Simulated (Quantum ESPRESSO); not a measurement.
# Voltage at the next charge: Hf(0001), 4 layers against an electrode

Method. Quantum ESPRESSO 7.5, PBE, GBRV ultrasoft; ESM with bc3, a metal electrode 5.02 Å above the top atoms; cell area 8.868 Å²; ions fixed. V is the potential energy of an electron at the electrode over the slab's Fermi level, divided by e, so that it equals the work function at zero charge; positive charge removes electrons.

| charge (e a cell) | V (V) |
| --- | --- |
| 0 | 4.402 |
| 0.0133 | 5.132 |
| 0.0266 | 5.885 |

**Question.** What is V at a charge of 0.0532 e, and what capacitance do the rows imply?

By hand: The last two rows give dV/dq = (5.885 − 5.132)/(0.0266 − 0.0133) = 56.6 V/e, so C = 1602/(8.868 × 56.6) = 3.19 µF/cm², an effective gap of 8.854/3.19 = 2.77 Å. At constant C, V = 5.885 + 56.6 × 0.0266 = 7.39 V.

**Check.** V = 7.455 V; the estimate misses by −0.06 V, 4.1 % of the step. Over the three intervals C goes 3.29, 3.19 and 3.06 µF/cm²: it falls as electrons leave, the surface charge drawing back towards the atoms.

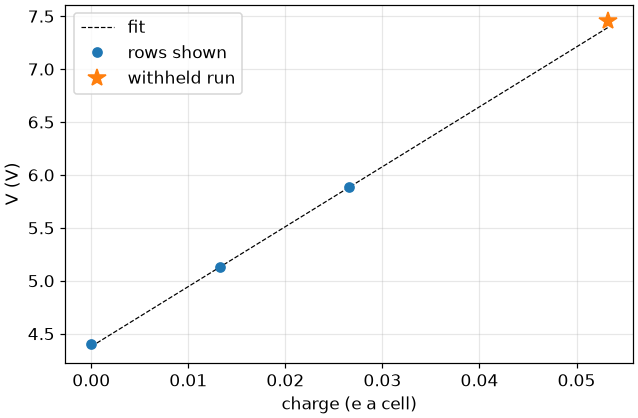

The rows shown, the fit and the withheld run.

Caveats: Vacuum fills the gap; a dielectric or electrolyte would change C. The slab is thin.
